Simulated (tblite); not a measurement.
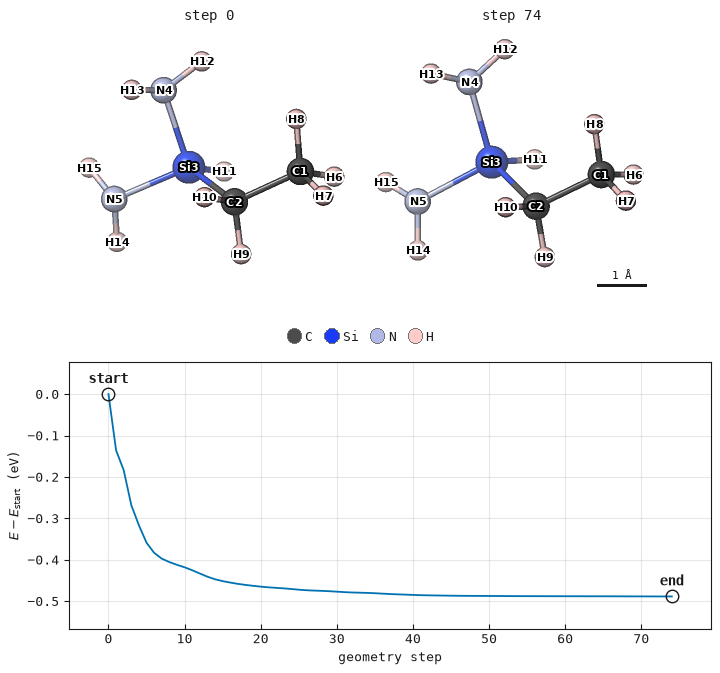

First and last geometry of a relaxation of C2H10N2Si, with the history of the run. The picture is a ball-and-stick view, seen at a tilt.

Theory: GFN2-xTB geometry optimisation, gas phase (tblite). 

**Read the history and describe the run.**

It converged. Over 74 geometry steps the energy falls by 0.488 eV. H14 moves most after the best rigid fit: 0.46 Å. Largest moves by element: H 0.46 Å, N 0.19 Å, Si 0.11 Å, C 0.10 Å. Among the contacts that change: Si3–N5 1.671 → 1.727 Å, Si3–N4 1.680 → 1.728 Å, C2–Si3 1.866 → 1.907 Å, C1–C2 1.512 → 1.524 Å. Among the angles between lasting bonds that change: Si3–N5–H15 106.4° → 116.8°, Si3–N4–H13 109.0° → 117.5°, N5–Si3–H11 109.1° → 117.5°.

| step | E − E(0), eV |
| --- | --- |
| 0 | 0.0000 |
| 1 | -0.1356 |
| 2 | -0.1835 |
| 3 | -0.2681 |
| 4 | -0.3167 |
| 5 | -0.3588 |
| 6 | -0.3832 |
| 7 | -0.3972 |
| 8 | -0.4055 |
| 9 | -0.4122 |
| 10 | -0.4181 |
| 13 | -0.4408 |
| 17 | -0.4581 |
| 20 | -0.4648 |
| 23 | -0.4689 |
| 27 | -0.4743 |
| 30 | -0.4769 |
| 34 | -0.4799 |
| 37 | -0.4827 |
| 40 | -0.4847 |
| 44 | -0.4864 |
| 47 | -0.4870 |
| 50 | -0.4873 |
| 54 | -0.4877 |
| 57 | -0.4878 |
| 61 | -0.4880 |
| 64 | -0.4881 |
| 67 | -0.4882 |
| 71 | -0.4884 |
| 74 | -0.4885 |
